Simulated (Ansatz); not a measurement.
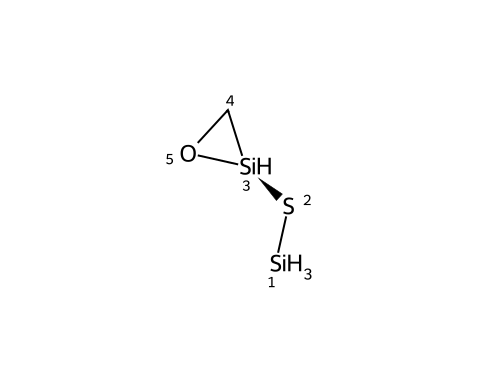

A structural formula, with wedges where it has stereocentres; small numbers name the atoms. The configuration is that of a computed structure (PBE-D4/def2-SVP).

**What are the Cahn–Ingold–Prelog descriptors?**

Si3: R.
